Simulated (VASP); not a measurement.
Band structure of YSb (relaxed from the CsCl type structure, space group Pm-3m). Level of theory: PBEsol GGA, VASP's PBE PAW potentials (set 64) (plane waves; VASP).

Unless said otherwise, spin-orbit coupling is left out, though it shifts the bands of the heavy elements here.

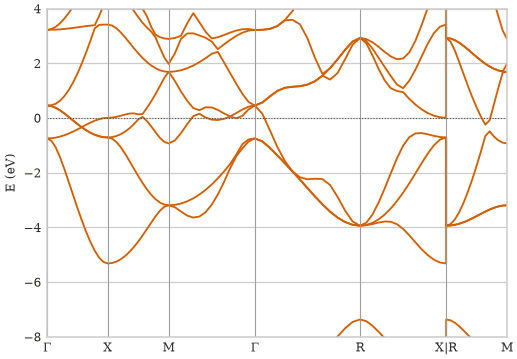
Figure. Bands along high-symmetry lines, zero at the valence-band maximum or, without a gap, the Fermi level

Question: Read the plot: is there a gap, and where are the band edges?

Answer: It has no gap at this level: it comes out as a metal or semimetal. (Edges off the drawn lines would not show.)

The structure was generated: YSb was put into the CsCl type type (Pm-3m), which need not be its known phase. It was relaxed first, which changed the volume by -33 %.
